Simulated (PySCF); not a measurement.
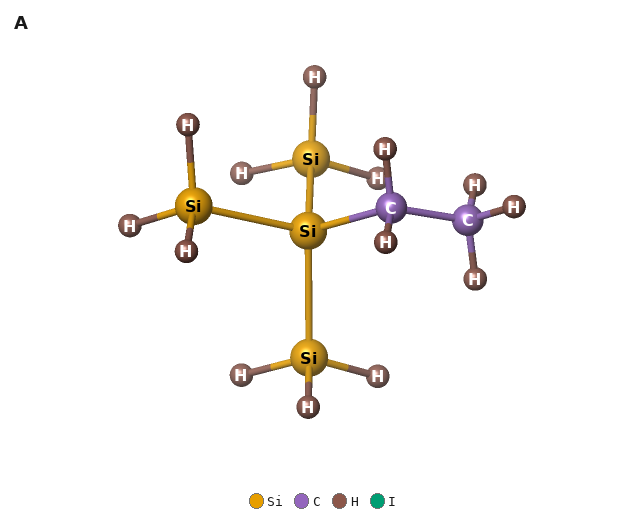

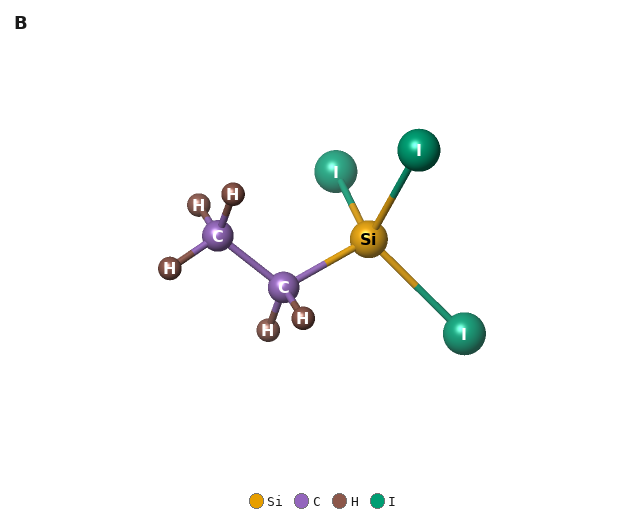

Two related species, optimised with PBE0-D3(BJ)/def2-SVP; properties computed with PySCF 2.14.0. Both: charge 0, singlet.

Identify both.

Answer. A is SiEt(SiH3)3 (CC[Si]([SiH3])([SiH3])[SiH3]), B is SiEtI3 (CC[Si](I)(I)I).

Compare them. With B3LYP/def2-SVPD: dipole moment (D), HOMO–LUMO gap (eV), HOMO energy (Kohn–Sham orbital) (eV), lowest vertical singlet excitation (eV), mean static polarisability (bohr³).

```tsv
quantity	A	B
dipole moment (D)	1.19	1.78
HOMO–LUMO gap (eV)	7.07	5.04
HOMO energy (Kohn–Sham orbital) (eV)	−7.54	−7.21
lowest vertical singlet excitation (eV)	6.17	4.14
mean static polarisability (bohr³)	149.3	160.1
```

Each is one conformer, and no frequency run is at hand to confirm it as a minimum.
